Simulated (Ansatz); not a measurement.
## CF6Ge: geometry relaxation

CF6Ge, SMILES F[C](F)(F)[Ge]([F])([F])[F], computed with RKS PBE-D4/def2-SVP (Ansatz 0.2.0).

The geometry: force-field start. Figures and captions count atoms from 1; the log counts them from 0 in places.

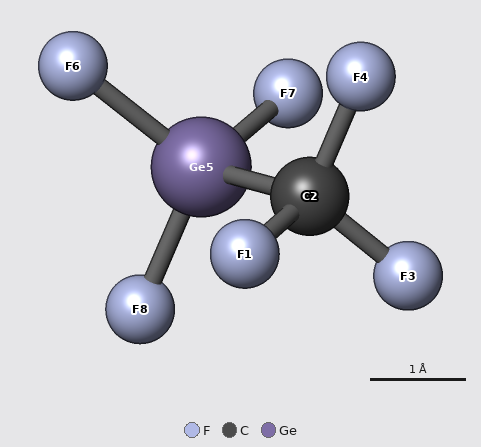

Figure 1. The structure as given in the input (ball-and-stick view, seen at a tilt; atoms are numbered from 1 in the order of the input). Sticks mark near contacts.

## Input file
```yaml
crystal:
  periodic: [false, false, false]
  atoms:
    - {symbol: F, position_ang: [0.787000, -1.045300, 1.538300]}
    - {symbol: C, position_ang: [0.745900, -0.664000, 0.186500]}
    - {symbol: F, position_ang: [0.545300, -1.797300, -0.591200]}
    - {symbol: F, position_ang: [2.032700, -0.061300, -0.132100]}
    - {symbol: Ge, position_ang: [-0.693300, 0.581500, -0.194400]}
    - {symbol: F, position_ang: [-0.477400, 2.050500, 0.794000]}
    - {symbol: F, position_ang: [-0.654400, 1.022000, -1.875000]}
    - {symbol: F, position_ang: [-2.193500, -0.143200, 0.218100]}
basis:
  gaussian: {orbitals: def2-SVP}
hamiltonian: {xc: pbe, dispersion: d4}
relax: {f_tol: 0.03, max_steps: 200}
```

Machine: 4 threads of Arm Neoverse V1, 23 GiB of memory available, shared host.

Command:
```bash
ansatz run in.yaml --threads 4 --pin off --events-out ev --progress --plain --max-ram 11315MiB
```

## The program's output
```
Functional definition: PBE
  name "PBE"
  cite "Perdew, Burke & Ernzerhof, Phys. Rev. Lett. 77, 3865 (1996) doi:10.1103/PhysRevLett.77.3865"
  parent pbe
  parameter kappa = 0.804
  parameter beta = 0.06672455060314922
  exchange = pbe_x(kappa = kappa, mu = beta*pi^2/3)
  correlation = pbe_c(beta = beta)
1397 factors; their error is unknown
mean field evaluation 1: about -73807.0143 eV, gradient 6.6e1 eV
mean field evaluation 2: about -73775.5890 eV, gradient 1.6e2 eV
mean field evaluation 4: about -73813.4073 eV, gradient 6.8e0 eV
mean field evaluation 8: about -73813.4908 eV, gradient 1.7e-1 eV
mean field evaluation 16: about -73813.3857 eV, gradient 4.1e-4 eV
mean field -73813.38572456 eV, -2712.5918928676 hartree, gradient 5.8e-5 eV, S^2 0.000000; 0 other end points of the search recorded, 0 dependent functions left out
the calculation of the forces begins
reference -73813.38575002 eV, -2712.5918938033 hartree; 46, 46 occupied and 84, 84 virtual orbitals, 1397 factors
relax step   1: F+E_penalty+E_count = -73813.57261385 eV  Δ(F+E_penalty+E_count) = +0.000e0 eV  max|allowed force component| = 2.801e0 eV/Å  Δτ_max = 0.0000 Å  (28 SCF iters, accepted)
these checks for a lower state are left out or cut short: starts, cluster_reference, orbital_swaps, neighbouring_geometries, increment
1397 factors; their error is unknown
mean field -73813.70694566 eV, -2712.6036975253 hartree, gradient 2.4e-5 eV, S^2 0.000000; 0 other end points of the search recorded, 0 dependent functions left out
the calculation of the forces begins
reference -73813.70697130 eV, -2712.6036984677 hartree; 46, 46 occupied and 84, 84 virtual orbitals, 1397 factors
relax step   2: F+E_penalty+E_count = -73813.89318050 eV  Δ(F+E_penalty+E_count) = -3.206e-1 eV  max|allowed force component| = 1.849e0 eV/Å  Δτ_max = 0.0703 Å  (28 SCF iters, accepted)
these checks for a lower state are left out or cut short: starts, cluster_reference, orbital_swaps, neighbouring_geometries, increment
1397 factors; their error is unknown
mean field evaluation 32: about -73813.7979 eV, gradient 2.1e-5 eV
mean field -73813.79787243 eV, -2712.6070390226 hartree, gradient 2.1e-5 eV, S^2 0.000000; 0 other end points of the search recorded, 0 dependent functions left out
the calculation of the forces begins
reference -73813.79789824 eV, -2712.6070399712 hartree; 46, 46 occupied and 84, 84 virtual orbitals, 1397 factors
relax step   3: F+E_penalty+E_count = -73813.98398738 eV  Δ(F+E_penalty+E_count) = -9.081e-2 eV  max|allowed force component| = 3.594e-1 eV/Å  Δτ_max = 0.0421 Å  (28 SCF iters, accepted)
these checks for a lower state are left out or cut short: starts, cluster_reference, orbital_swaps, neighbouring_geometries, increment
1397 factors; their error is unknown
mean field -73813.80323484 eV, -2712.6072360874 hartree, gradient 7.2e-6 eV, S^2 0.000000; 0 other end points of the search recorded, 0 dependent functions left out
the calculation of the forces begins
reference -73813.80326064 eV, -2712.6072370356 hartree; 46, 46 occupied and 84, 84 virtual orbitals, 1397 factors
relax step   4: F+E_penalty+E_count = -73813.98905747 eV  Δ(F+E_penalty+E_count) = -5.070e-3 eV  max|allowed force component| = 3.119e-2 eV/Å  Δτ_max = 0.0138 Å  (29 SCF iters, accepted)
these checks for a lower state are left out or cut short: starts, cluster_reference, orbital_swaps, neighbouring_geometries, increment
1397 factors; their error is unknown
mean field -73813.80325323 eV, -2712.6072367635 hartree, gradient 1.8e-5 eV, S^2 0.000000; 0 other end points of the search recorded, 0 dependent functions left out
the calculation of the forces begins
reference -73813.80327904 eV, -2712.6072377119 hartree; 46, 46 occupied and 84, 84 virtual orbitals, 1397 factors
relax step   5: F+E_penalty+E_count = -73813.98916045 eV  Δ(F+E_penalty+E_count) = -1.030e-4 eV  max|allowed force component| = 4.752e-3 eV/Å  Δτ_max = 0.0025 Å  (23 SCF iters, accepted)
1397 factors; their error is unknown
mean field evaluation 64: about -73813.8033 eV, gradient 3.4e-4 eV
```

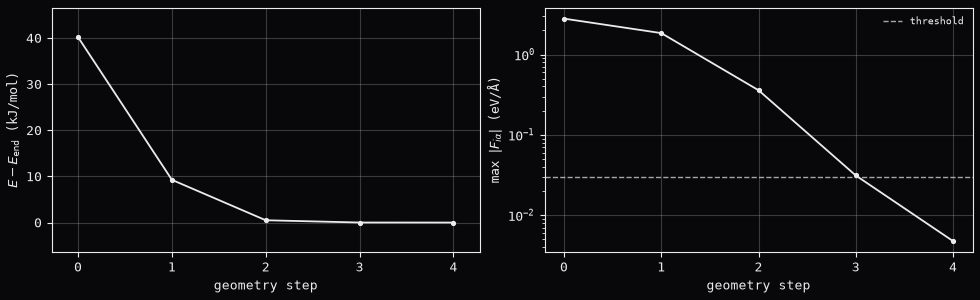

Figure 2. Progress of the relaxation, step by step (the first geometry is step 0 here and step 1 in the log).

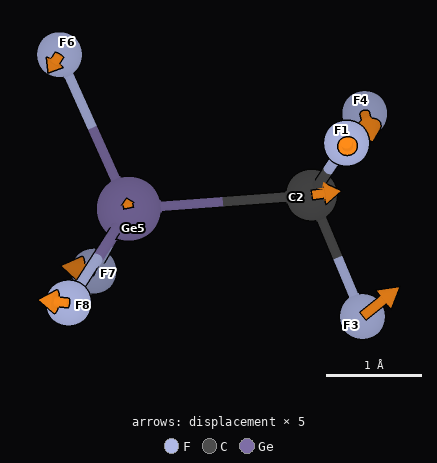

Figure 3. The starting structure with the displacements as orange arrows, magnified 5 times (ball-and-stick view, seen at a tilt). The two geometries are laid on each other by the best rigid fit. The energy falls by 40.2 kJ/mol in 4 geometry steps. Largest force component: 2.8 eV/Å at the start, 0.0048 eV/Å at the end. F3 moves most after the best rigid fit: 0.10 Å. Largest moves by element: F 0.10 Å, C 0.07 Å, Ge 0.02 Å. Among the contacts that change: C2–F4 1.456 → 1.344 Å, C2–Ge5 1.941 → 2.010 Å, F1–C2 1.405 → 1.344 Å, Ge5–F6 1.784 → 1.732 Å. Among the angles that change: F7–Ge5–F8 111.0° → 107.5°, F1–C2–Ge5 112.6° → 110.0°, C2–Ge5–F6 109.3° → 111.4°. (Atoms are counted from 1 in the order of the input.)

```
mean field -73813.80325323 eV, -2712.6072367635 hartree, gradient 1.8e-5 eV, S^2 0.000000; 1 other end points of the search recorded, 0 dependent functions left out
the calculation of the forces begins
reference -73813.80327904 eV, -2712.6072377119 hartree; 46, 46 occupied and 84, 84 virtual orbitals, 1397 factors
Total energy: -73813.98918626 eV, -2712.6140696761 hartree
Atom 0 at     0.802841    -1.039951     1.490423 Å, force    -0.000164     0.000082     0.002191 eV/Å
Atom 1 at     0.803241    -0.698190     0.190517 Å, force     0.003404    -0.002185    -0.001130 eV/Å
Atom 2 at     0.641335    -1.806991    -0.551888 Å, force     0.000224    -0.000049    -0.000315 eV/Å
Atom 3 at     1.987376    -0.139153    -0.113098 Å, force     0.000322    -0.000584     0.000355 eV/Å
Atom 4 at    -0.684770     0.600550    -0.180296 Å, force    -0.004752     0.003490    -0.001309 eV/Å
Atom 5 at    -0.512375     2.045159     0.759656 Å, force     0.000183    -0.001486    -0.001225 eV/Å
Atom 6 at    -0.715040     1.065592    -1.848521 Å, force    -0.000838    -0.000015     0.002261 eV/Å
Atom 7 at    -2.230308    -0.084114     0.197406 Å, force     0.001621     0.000746    -0.000828 eV/Å
Dipole moment:     0.198620    -0.173435     0.049899 e Å
```

## Trajectory as extended XYZ (Å, eV, eV/Å), 5 frames, from step=1 to step=5
```
8
Properties=species:S:1:pos:R:3:forces:R:3 step=1 energy=-73813.57261
F     0.7870   -1.0453    1.5383   -0.0565   0.6299  -2.3466
C     0.7459   -0.6640    0.1865    2.7751  -1.2958   0.7408
F     0.5453   -1.7973   -0.5912    0.6243   1.4762   1.0749
F     2.0327   -0.0613   -0.1321   -2.8007  -1.4625   0.5760
Ge   -0.6933    0.5815   -0.1944    0.2685   1.8660   0.5050
F    -0.4774    2.0505    0.7940   -0.2832  -1.1153  -0.8459
F    -0.6544    1.0220   -1.8750   -0.1528  -0.0502   0.3195
F    -2.1935   -0.1432    0.2181   -0.3746  -0.0483  -0.0237
8
Properties=species:S:1:pos:R:3:forces:R:3 step=2 energy=-73813.89318
F     0.8060   -1.0527    1.5093   -0.1095   0.3240  -1.1066
C     0.7663   -0.6893    0.1900    1.8488  -0.6228   0.2809
F     0.6105   -1.8111   -0.5689    0.1349   0.7838   0.5225
F     1.9988   -0.1047   -0.1286   -1.5695  -0.7353   0.3480
Ge   -0.6840    0.5946   -0.1804    0.0222   0.9013   0.2324
F    -0.5147    2.0607    0.7675   -0.0641  -0.5671  -0.3704
F    -0.6791    1.0469   -1.8527   -0.0479  -0.0261   0.0905
F    -2.2115   -0.1015    0.2079   -0.2149  -0.0578   0.0028
8
Properties=species:S:1:pos:R:3:forces:R:3 step=3 energy=-73813.98399
F     0.7957   -1.0354    1.4932    0.1226  -0.0755  -0.0630
C     0.8067   -0.7010    0.1916   -0.3594   0.3169  -0.0911
F     0.6315   -1.8037   -0.5568    0.1358  -0.0246   0.0802
F     1.9841   -0.1303   -0.1167    0.0279  -0.1521   0.0558
Ge   -0.6889    0.6046   -0.1809    0.1824  -0.1563   0.0501
F    -0.5047    2.0445    0.7652   -0.0439   0.0123  -0.0264
F    -0.7050    1.0590   -1.8527   -0.0444   0.0320   0.0116
F    -2.2272   -0.0948    0.2014   -0.0210   0.0473  -0.0172
8
Properties=species:S:1:pos:R:3:forces:R:3 step=4 energy=-73813.98906
F     0.8048   -1.0412    1.4900   -0.0180   0.0126   0.0178
C     0.8036   -0.6980    0.1906    0.0164  -0.0301   0.0083
F     0.6431   -1.8072   -0.5510   -0.0214  -0.0066  -0.0194
F     1.9882   -0.1410   -0.1125    0.0108   0.0312  -0.0101
Ge   -0.6857    0.6010   -0.1804   -0.0128  -0.0063  -0.0075
F    -0.5133    2.0457    0.7594    0.0012  -0.0019  -0.0004
F    -0.7160    1.0664   -1.8490    0.0008  -0.0056   0.0163
F    -2.2324   -0.0828    0.1971    0.0229   0.0066  -0.0049
8
Properties=species:S:1:pos:R:3:forces:R:3 step=5 energy=-73813.98916
F     0.8028   -1.0400    1.4904   -0.0002   0.0001   0.0022
C     0.8032   -0.6982    0.1905    0.0034  -0.0022  -0.0011
F     0.6413   -1.8070   -0.5519    0.0002   0.0000  -0.0003
F     1.9874   -0.1392   -0.1131    0.0003  -0.0006   0.0004
Ge   -0.6848    0.6006   -0.1803   -0.0048   0.0035  -0.0013
F    -0.5124    2.0452    0.7597    0.0002  -0.0015  -0.0012
F    -0.7150    1.0656   -1.8485   -0.0008   0.0000   0.0023
F    -2.2303   -0.0841    0.1974    0.0016   0.0007  -0.0008
```

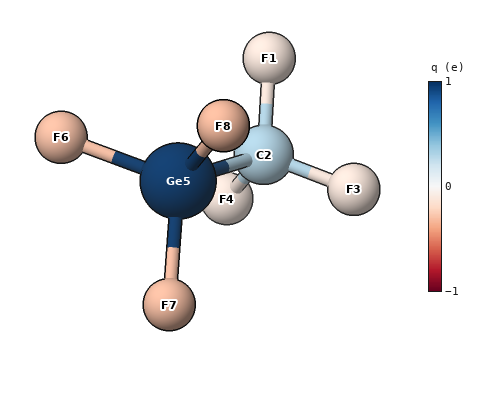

Figure 4. Mulliken charges, as the colour of each atom (ball-and-stick view, seen at an oblique angle; atoms are numbered from 1 in the order of the input; Mulliken charges depend strongly on the basis). By element: F −0.31 to −0.12, C +0.31 and Ge +0.97 e.

## Summary

| quantity | value |
| --- | --- |
| outcome | converged |
| total energy | −73813.9892 eV |
| mean-field energy | −73813.8033 eV |
| dispersion energy | −0.1859 eV |
| SCF solution under orbital rotations | stable |
| largest force (length of the vector) at the end | 0.006 eV/Å |
| dipole moment | 1.29 D |
| wall time | 9 s (CPU time 33 s) |
| peak memory | 0.19 GiB |
